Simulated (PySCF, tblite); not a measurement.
**CH9NOSi3: geometry, infrared bands and NMR shifts**

Wanted: the infrared bands and NMR shifts of CH9NOSi3 (`C=N[SiH2][SiH2]O[SiH3]`), by calculation.

The runs use tblite 0.8.0 and PySCF 2.14.0, with density-fitted response routines of our own; the level of theory stands in each step. All values are computed, except where a source is named. Atoms count from 0, in the outputs and in this text.

### Step 1. The molecule as given

15 atoms, charge 0, multiplicity 1; geometry from: force field or distance geometry start.

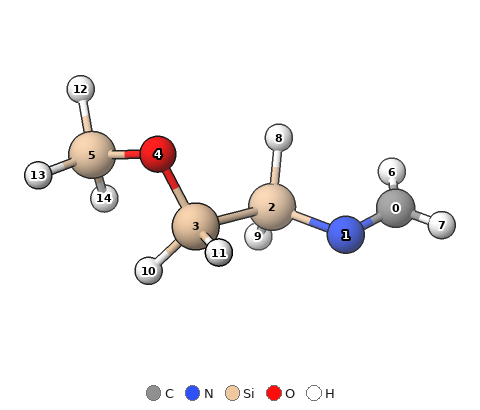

The starting geometry (carbon grey, nitrogen blue, silicon light orange, oxygen red, hydrogen white), atoms numbered; sticks join atoms by distance.

### Step 2. Relaxing the molecule with GFN2-xTB

What the job is given:

```
{"job": {"kind": "relax", "xc": "GFN2-xTB", "basis": "xTB"}, "charge": 0, "multiplicity": 1}
C      3.556900    -0.164300    -0.001600
N      2.477400    -0.760500    -0.408200
Si     1.023400     0.227700    -0.427800
Si    -0.794300    -1.051700    -0.349800
O     -1.747500    -0.441800     0.967600
Si    -2.900300     0.637100     0.233800
H      3.560900     0.885900     0.292400
H      4.464000    -0.780400     0.022000
H      1.070300     1.040500     0.794600
H      1.035800     1.081100    -1.621900
H     -1.584500    -0.909900    -1.578700
H     -0.511700    -2.474000    -0.152200
H     -3.156900     1.763400     1.165900
H     -4.130100    -0.148400     0.065700
H     -2.367900     1.103200    -1.035100
```

Launch:

```console
$ OMP_NUM_THREADS=1 python probes_run.py task.json out
```

This one command runs all jobs of the session in turn.

The program printed:

```text
step      E/eV     max force
  0    -515.56157    3.236
  1    -515.81371    2.635
  2    -515.97622    0.792
  3    -516.03767    0.871
  4    -516.14345    0.844
  5    -516.21052    0.697
  6    -516.28169    0.962
  7    -516.35382    0.820
  8    -516.41176    0.781
  9    -516.45965    0.584
 10    -516.49817    0.589
 11    -516.53560    0.543
 12    -516.58160    0.641
 13    -516.61971    0.549
 14    -516.64113    0.303
 15    -516.65624    0.333
 16    -516.67502    0.395
 17    -516.69143    0.410
 18    -516.70611    0.330
 19    -516.72001    0.323
 20    -516.73507    0.331
 21    -516.75067    0.316
 22    -516.76163    0.243
 23    -516.76851    0.212
 24    -516.77410    0.229
 25    -516.78042    0.294
 26    -516.78778    0.246
 27    -516.79630    0.198
 28    -516.79975    0.169
 29    -516.80345    0.180
 30    -516.80632    0.201
 31    -516.80939    0.159
 32    -516.81262    0.205
 33    -516.81623    0.217
 34    -516.82020    0.201
 35    -516.82420    0.205
 36    -516.82778    0.134
 37    -516.83054    0.140
 38    -516.83327    0.136
 39    -516.83654    0.174
 40    -516.84111    0.204
 41    -516.84549    0.223
 42    -516.84904    0.189
 43    -516.85094    0.127
 44    -516.85294    0.146
 45    -516.85542    0.140
 46    -516.85991    0.140
 47    -516.86243    0.133
 48    -516.86527    0.117
 49    -516.86763    0.110
 50    -516.86944    0.084
 51    -516.87066    0.081
 52    -516.87182    0.073
 53    -516.87275    0.200
 54    -516.87404    0.097
 55    -516.87518    0.072
 56    -516.87624    0.066
 57    -516.87664    0.046
 58    -516.87711    0.050
 59    -516.87741    0.046
 60    -516.87779    0.051
 61    -516.87815    0.071
 62    -516.87844    0.043
 63    -516.87865    0.035
 64    -516.87880    0.028
 65    -516.87892    0.026
 66    -516.87904    0.027
 67    -516.87918    0.029
 68    -516.87935    0.029
 69    -516.87948    0.021
 70    -516.87955    0.019
 71    -516.87961    0.020
 72    -516.87967    0.023
 73    -516.87978    0.031
 74    -516.87990    0.028
 75    -516.88000    0.027
 76    -516.88007    0.021
 77    -516.88015    0.023
 78    -516.88026    0.032
 79    -516.88041    0.038
 80    -516.88055    0.048
 81    -516.88065    0.047
 82    -516.88073    0.037
 83    -516.88084    0.026
 84    -516.88098    0.028
 85    -516.88108    0.021
 86    -516.88112    0.015
 87    -516.88115    0.012
 88    -516.88118    0.015
 89    -516.88123    0.019
 90    -516.88128    0.016
 91    -516.88130    0.008
```

Run time: 1.2 s. Hardware: 1 thread of Arm Neoverse N1, shared host.

Along the way: (not every step is listed)

```
step  energy from step 0 (eV)  largest force (eV/Å)
   0                   0.0000                3.2363
   1                  -0.2521                2.6346
   2                  -0.4147                0.7921
   3                  -0.4761                0.8713
   4                  -0.5819                0.8443
   5                  -0.6490                0.6972
   6                  -0.7201                0.9625
   7                  -0.7923                0.8198
   8                  -0.8502                0.7807
  15                  -1.0947                0.3330
  22                  -1.2001                0.2434
  29                  -1.2419                0.1800
  36                  -1.2662                0.1337
  43                  -1.2894                0.1274
  50                  -1.3079                0.0837
  57                  -1.3151                0.0459
  64                  -1.3172                0.0277
  71                  -1.3180                0.0199
  78                  -1.3187                0.0320
  85                  -1.3195                0.0213
  86                  -1.3196                0.0151
  87                  -1.3196                0.0122
  88                  -1.3196                0.0150
  89                  -1.3197                0.0190
  90                  -1.3197                0.0158
  91                  -1.3197                0.0082
```

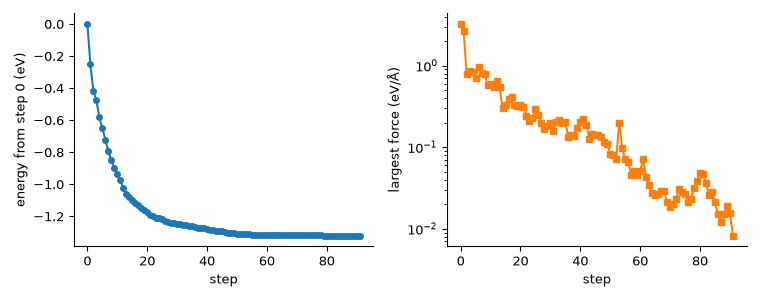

Energy and force, step by step.

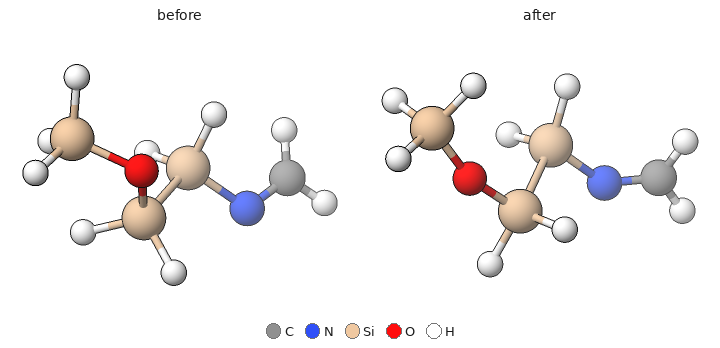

The geometry before (left) and after (right).

Close pairs (by a distance rule), those that changed most:

```
   bond  before (Å)  after (Å)  change (Å)
 O4–Si5       1.741      1.614      -0.127
 Si3–O4       1.737      1.628      -0.109
Si2–Si3       2.224      2.299      +0.074
  C0–N1       1.298      1.248      -0.051
 N1–Si2       1.758      1.716      -0.042
Si5–H12       1.484      1.463      -0.021
 Si2–H8       1.469      1.481      +0.012
  C0–H7       1.097      1.088      -0.009
```

The next job starts from the end point, and lists it.

### Step 3. Vibrational analysis with GFN2-xTB

What the job is given:

```
{"job": {"kind": "ir", "xc": "GFN2-xTB", "basis": "xTB"}, "charge": 0, "multiplicity": 1}
C      3.542197    -0.400451     0.014830
N      2.510919    -0.259221    -0.672800
Si     1.026296     0.587114    -0.513394
Si    -0.536472    -1.094802    -0.401108
O     -1.988265    -0.382860    -0.215356
Si    -3.136465     0.668566     0.209637
H      3.727297     0.099039     0.970153
H      4.333831    -1.059745    -0.333835
H      0.948938     1.580896     0.581404
H      1.026928     1.358938    -1.763240
H     -0.722654    -1.903467    -1.609826
H     -0.420702    -2.012421     0.742792
H     -2.820996     1.167406     1.548428
H     -4.384471    -0.088354     0.185895
H     -3.110795     1.747352    -0.776804
```

The program printed:

```text
mode    cm-1     km/mol
  1       5.4      0.17
  2      18.9      0.44
  3      36.4      0.67
  4      59.8      2.21
  5      79.6      0.31
  6     149.6     23.72
  7     181.2      1.34
  8     232.9      8.46
  9     375.2     62.64
 10     435.4      3.40
 11     472.3      7.75
 12     491.2      1.75
 13     558.0      1.18
 14     576.1     50.45
 15     604.8     39.72
 16     607.1     30.57
 17     622.0     56.22
 18     682.0    779.85
 19     745.2    143.36
 20     771.3     82.88
 21     773.4    177.49
 22     783.2    200.00
 23     798.2    466.65
 24     821.7     61.84
 25     833.0    349.17
 26     983.2     13.19
 27    1102.9    708.65
 28    1138.9     18.19
 29    1454.8      3.12
 30    1746.3     37.28
 31    2090.3    290.43
 32    2161.5    259.34
 33    2205.7    278.65
 34    2215.3    225.41
 35    2246.4    471.20
 36    2262.5    320.45
 37    2285.0    196.02
 38    2869.4     89.69
 39    2966.1     50.52
```

Wall time 0.94 s (1 thread of Arm Neoverse N1, shared host).

Which atoms move in the most intense modes:

```
cm⁻¹  km/mol                                 atoms
 682   779.9            H9 40 %, H8 19 %, H10 11 %
 798   466.6                    H11 36 %, H10 34 %
 833   349.2  H9 22 %, H8 21 %, H12 13 %, H14 13 %
1103   708.6                     O4 79 %, Si5 10 %
2090   290.4                               H8 94 %
2206   278.6                               H9 91 %
2246   471.2                    H12 75 %, H14 19 %
2262   320.4          H14 68 %, H12 15 %, H13 13 %
```

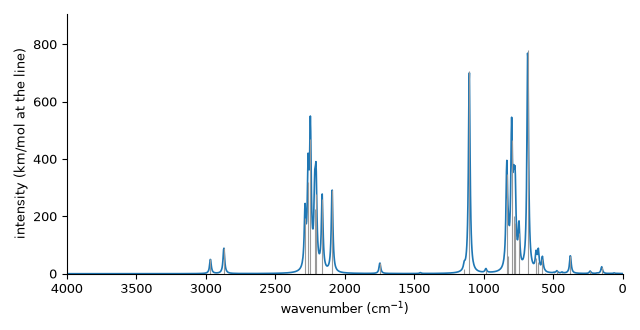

The infrared spectrum from these modes, unscaled. Lines are broadened to a width of 14 cm⁻¹ (Lorentzian).

### Step 4. Shielding tensors: PBE0/pcSseg-1

The job, as its differences from that of step 3:

```diff
@@ -1,2 +1,2 @@
-{"job": {"kind": "ir", "xc": "GFN2-xTB", "basis": "xTB"}, "charge": 0, "multiplicity": 1}
+{"job": {"kind": "nmr", "xc": "PBE0", "basis": "pcSseg-1"}, "charge": 0, "multiplicity": 1}
 C      3.542197    -0.400451     0.014830
```

With the program's defaults for keys left out, this is: GIAO PBE0/pcSseg-1 NMR shielding, non-relativistic, gas phase.

The program printed:

```text
coarse grid: 13688 points
cycle   1  E = -1041.2237471616  dE =  5.068e-01  |g| = 8.375e-01  |ddm| = 3.516e+00
cycle   2  E = -1040.9508355001  dE =  2.729e-01  |g| = 1.437e+00  |ddm| = 1.925e+00
cycle   3  E = -1041.3515307453  dE = -4.007e-01  |g| = 8.219e-02  |ddm| = 1.397e+00
cycle   4  E = -1041.3525317091  dE = -1.001e-03  |g| = 4.934e-02  |ddm| = 1.075e-01
cycle   5  E = -1041.3530784128  dE = -5.467e-04  |g| = 1.602e-02  |ddm| = 4.479e-02
cycle   6  E = -1041.3531300612  dE = -5.165e-05  |g| = 4.399e-03  |ddm| = 1.571e-02
cycle   7  E = -1041.3531342173  dE = -4.156e-06  |g| = 7.245e-04  |ddm| = 4.771e-03
final grid: 117536 points
cycle   8  E = -1041.3951026683  dE = -1.095e-05  |g| = 8.903e-03  |ddm| = 1.630e-02
cycle   9  E = -1041.3950824492  dE =  2.022e-05  |g| = 1.363e-02  |ddm| = 1.773e-02
cycle  10  E = -1041.3951172388  dE = -3.479e-05  |g| = 1.302e-03  |ddm| = 1.113e-02
cycle  11  E = -1041.3951175973  dE = -3.585e-07  |g| = 3.363e-04  |ddm| = 1.011e-03
cycle  12  E = -1041.3951176204  dE = -2.314e-08  |g| = 1.142e-04  |ddm| = 3.176e-04
cycle  13  E = -1041.3951176231  dE = -2.656e-09  |g| = 2.865e-05  |ddm| = 1.277e-04
cycle  14  E = -1041.3951176232  dE = -1.712e-10  |g| = 4.438e-06  |ddm| = 2.993e-05
converged SCF energy = -1041.3951176232

GIAO shielding tensors (ppm)
atom      isotropic    diamagn.    paramagn.     s11        s22        s33       span
  0 C       14.713     251.909    -237.196    -80.057     -2.099    126.295    206.352
  1 N     -145.194     333.373    -478.567   -570.466   -171.620    306.504    876.970
  2 Si     409.700     882.828    -473.128    357.557    395.267    476.276    118.719
  3 Si     379.868     879.950    -500.081    336.853    346.958    455.795    118.942
  4 O      348.985     399.536     -50.551    244.820    397.595    404.539    159.719
  5 Si     392.678     880.074    -487.396    353.554    360.361    464.120    110.566
  6 H       23.031      30.313      -7.283     21.208     22.511     25.373      4.165
  7 H       23.194      27.101      -3.907     22.012     22.906     24.662      2.650
  8 H       26.386      31.882      -5.497     23.614     25.243     30.299      6.685
  9 H       26.145      30.588      -4.443     23.810     25.197     29.429      5.619
 10 H       25.999      29.359      -3.360     22.638     24.864     30.495      7.857
 11 H       26.268      30.422      -4.154     22.850     25.364     30.589      7.739
 12 H       26.694      30.250      -3.556     23.357     25.352     31.373      8.016
 13 H       26.671      28.134      -1.463     23.222     24.948     31.843      8.621
 14 H       26.698      29.753      -3.054     23.292     25.363     31.439      8.146
```

Wall time 52 s (1 thread of Arm Neoverse N1, shared host); peak memory 0.75 GiB.

The references, computed at this level on geometries of the same kind, shield at (ppm): ¹H TMS 31.72, ¹³C TMS 186.9, ²⁹Si TMS 349.2, ¹⁵N NH3 267.7, ¹⁷O H2O 336.1. Their shielding less the atom's gives the shift. The references are single molecules in the gas phase, so shifts against H2O, NH3, PH3, H3PO4 or CFCl3 are not on the usual liquid scales and can be off by tens of ppm. Atoms listed in one row are averaged.

```
        atoms                            environment  σ (ppm)  δ (ppm)  δ scaled to CDCl3
           C0                             C=N carbon     14.7    172.2              166.2
           H6               hydrogen on a C=N carbon    23.03     8.69               8.29
           H7               hydrogen on a C=N carbon    23.19     8.52               8.14
     H10, H11  hydrogen on a silicon bonded to O, Si    26.13     5.58                  –
       H8, H9  hydrogen on a silicon bonded to N, Si    26.27     5.45                  –
H12, H13, H14      hydrogen on a silicon bonded to O    26.69     5.03                  –
           N1                         imine nitrogen   -145.2    412.9                  –
          Si3           silicon bonded to O, Si, 2 H    379.9    -30.7                  –
          Si5               silicon bonded to O, 3 H    392.7    -43.5                  –
          Si2           silicon bonded to N, Si, 2 H    409.7    -60.5                  –
           O4                  oxygen bonded to 2 Si    349.0    -12.9                  –
```

The scaled column applies a straight-line fit of computed shieldings to shifts measured in CDCl3 (root-mean-square error 0.16 ppm for H, 1.9 ppm for C).

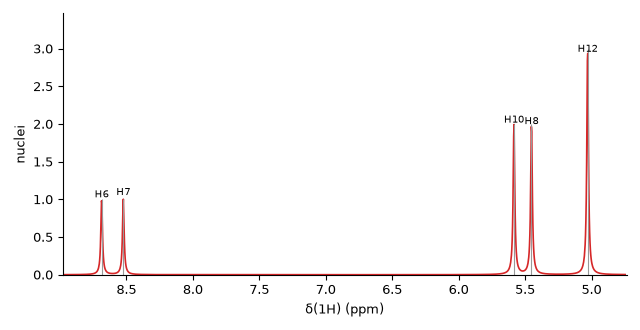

¹H lines at the computed shifts, without couplings. Lines are broadened to a width of 0.01 ppm (Lorentzian).

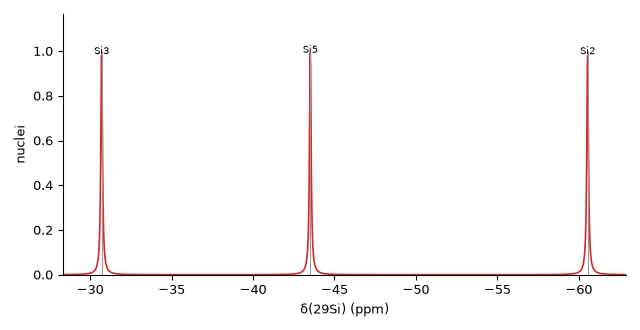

²⁹Si lines at the computed shifts, without couplings. Lines are broadened to a width of 0.12 ppm (Lorentzian).

Charges from the same density, by scheme (e):

```
atoms  Mulliken    IAO  Hirshfeld  ESP fit
   C0      0.06  -0.08       0.03     0.30
   N1     -0.56  -0.52      -0.23    -0.56
  Si2      0.41   0.57       0.27     0.47
  Si3      0.64   0.75       0.33     0.26
   O4     -0.72  -0.90      -0.31    -0.37
  Si5      0.74   0.89       0.39     0.58
```

Mulliken charges:

C0 0.06; N1 -0.56; Si2 0.41; Si3 0.64; O4 -0.72; Si5 0.74; H6 0.09; H7 0.12; H8 -0.10; H9 -0.07; H10 -0.10; H11 -0.11; H12 -0.13; H13 -0.12; H14 -0.13

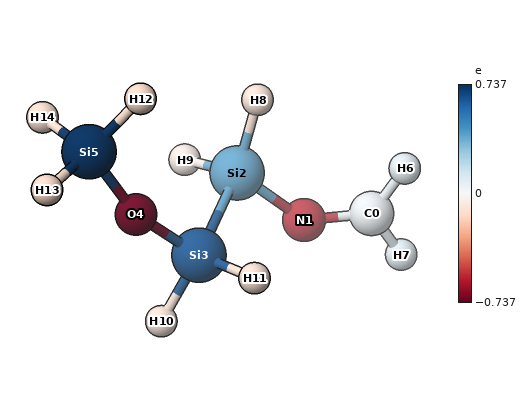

Mulliken charges, as colours on the atoms.

Mayer bond orders: C0–N1 1.95, N1–Si2 0.96, Si2–Si3 0.91, Si3–O4 0.89, O4–Si5 0.94.

The fields below are evaluated on a grid from the run's orbitals.

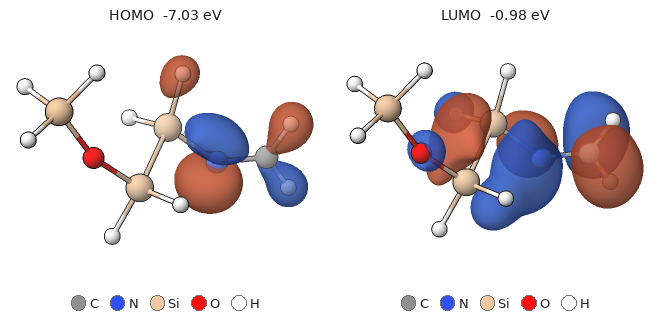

PBE0/pcSseg-1 orbitals near the gap, drawn at the value that encloses 70 % of each; the two colours are the two signs.

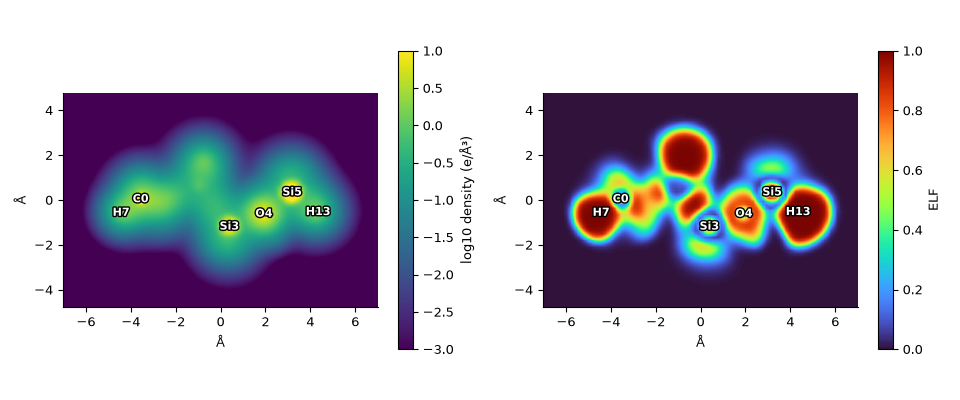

Density (left) and ELF (right) in a plane through or near 6 of the atoms.

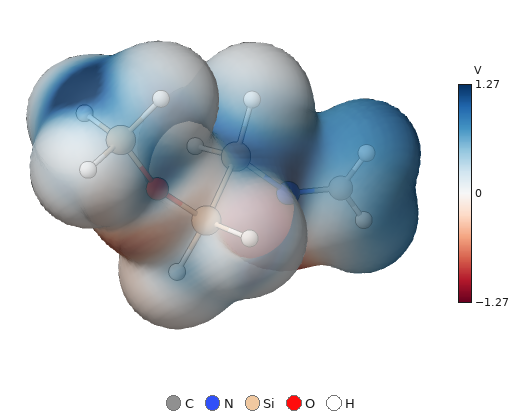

Electrostatic potential on the surface of density 0.002 e/bohr³; red is low, blue high. It runs from -1.25 V near N1 to 1.27 V near H14.

### Step 5. Summary of results

| quantity | value |
| --- | --- |
| strongest single infrared mode (GFN2-xTB) | 682 cm⁻¹, 780 km/mol |
| zero-point energy (GFN2-xTB) | 56.4 kcal/mol |
| ¹³C shifts against TMS (PBE0/pcSseg-1) | 172.2 ppm |
| ¹H shifts against TMS (PBE0/pcSseg-1, means over atoms taken as alike) | 8.69, 8.52, 5.58, 5.45, 5.03 ppm |
| ¹⁵N shifts against NH3 (PBE0/pcSseg-1) | 412.9 ppm |
| ²⁹Si shifts against TMS (PBE0/pcSseg-1) | -30.7, -43.5, -60.5 ppm |
| ¹⁷O shifts against H2O (PBE0/pcSseg-1) | -12.9 ppm |
| surface potential, least and greatest | -1.25 V and 1.27 V |

The optimisation took 91 steps and gained 1.320 eV; among the close pairs (by a distance rule), O4–Si5 changed most, from 1.741 to 1.614 Å. No mode is imaginary among the 39: a minimum at this level. The strongest single mode, at 682 cm⁻¹, is carried by H9, H8, H10. GFN2-xTB is a fitted tight-binding method: band positions and strengths are rough. Its intensities can rank the bands wrongly. At PBE0/pcSseg-1: The widest tensor belongs to N1: span 877 ppm, with a paramagnetic part of -479 ppm. By nearest atom (PBE0/pcSseg-1), the HOMO sits on N1 63 %; H6, H8 about 10 % each and the LUMO on C0 27 %; N1 25 %.
